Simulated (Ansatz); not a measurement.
**F4Zr···HCl: density, localisation and related maps**

The calculation's input:

```
crystal:
  periodic: [false, false, false]
  atoms:
    - { symbol: Zr, position_ang: [0.0, 0.0, 0.0] }
    - { symbol: F, position_ang: [0.0, 0.0, 2.33] }
    - { symbol: F, position_ang: [1.8671, 0.0, -0.6593] }
    - { symbol: F, position_ang: [-0.9326, 1.6157, -0.6593] }
    - { symbol: F, position_ang: [-0.9326, -1.6157, -0.6593] }
    - { symbol: Cl, position_ang: [-2.6761, 0.0, 0.8892] }
    - { symbol: H, position_ang: [-1.3106, 0.0, 2.1347] }
basis:
  gaussian: { orbitals: def2-SVP }
hamiltonian:
  xc: r2scan
relax:
  f_tol: 0.15
  max_steps: 25
  restrain:
    - { distance: [0, 5], at: 3.72, k: 30.0 }
    - { distance: [6, 1], at: 2.12, k: 30.0 }
    - { distance: [0, 1], at: 1.98, k: 30.0 }
    - { distance: [6, 5], at: 1.37, k: 30.0 }
output:
  orbitals: {}
```

Run with:

```sh
ansatz run input.yaml --threads 4 --pin off --max-ram 5120MiB --backend cpu --events-out ev --progress --plain --runs-dir out
```

The fields are those of the run's last geometry, not of the input's.

Core potentials replace the inner electrons of Zr; not at a stationary point (largest force 1.2 eV/Å).

Computed with RKS r2SCAN/def2-SVP in Ansatz 0.2.0.

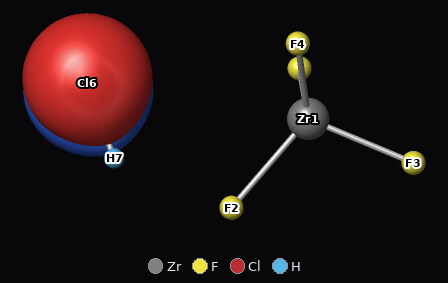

Figure 1. The HOMO at ±0.15 Å⁻³ᐟ² (blue and red are the two phases), seen across its widest extent.

Describe this orbital and give its energy.

Answer. It lies mainly on Cl6 (about 95 %); largely a lone pair of Cl6. Its energy is −8.37 eV.

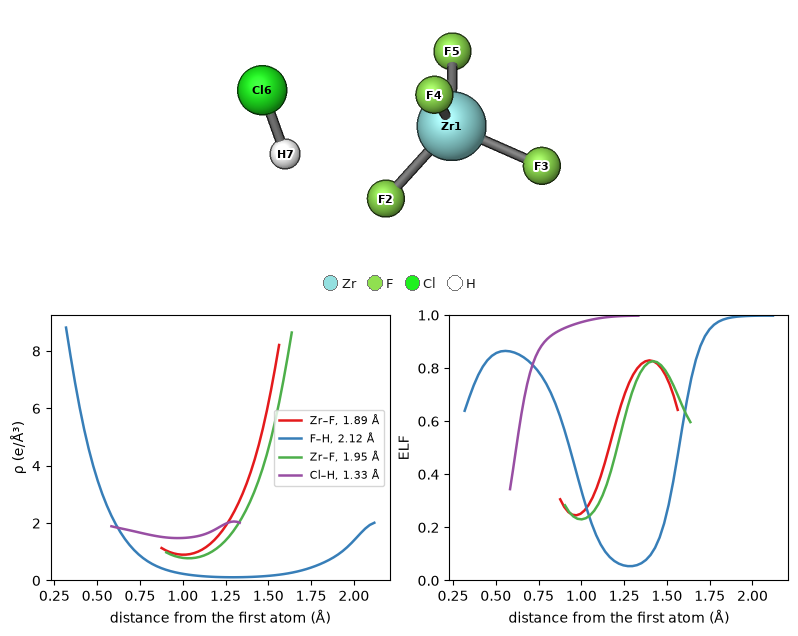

Figure 2. Electron density and ELF along straight lines between neighbouring atoms. The curves leave out the atomic cores. The structure is drawn too.

Compare the contacts.

Answer. Zr–F (1.89 Å): the density is about 0.94 e/Å³ at the midpoint; the ELF peaks at about 0.85 in the valence shell of F, 0.5 Å from its nucleus, and drops to about 0.25 between the two atoms.
F2···H7 (2.12 Å): the density falls to about 0.11 e/Å³ on the way; the ELF dips to about 0.05 between them.
Zr–F (1.95 Å): ρ is about 0.81 e/Å³ halfway; the ELF peaks at about 0.85 in the valence shell of F, 0.5 Å from its nucleus, and drops to about 0.25 between the two atoms.
Cl–H (1.33 Å): the density is about 1.8 e/Å³ at the midpoint; the ELF climbs to about 1 towards the hydrogen, as it does in any bond to H.

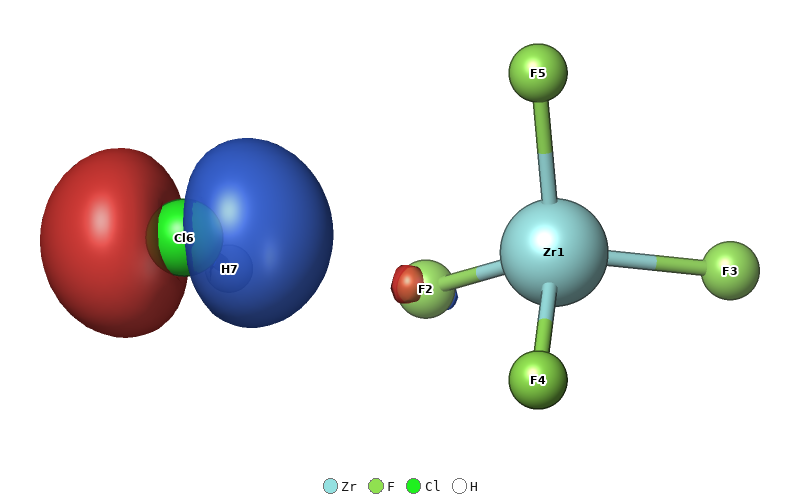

Figure 3. The HOMO−1 at ±0.2 Å⁻³ᐟ² (red and blue are the two phases), seen from one side.

Describe this orbital and give its energy.

Answer. Its weight (Hirshfeld) is mainly on Cl6 (about 90 %); largely a lone pair of Cl6. Its energy is −8.51 eV.
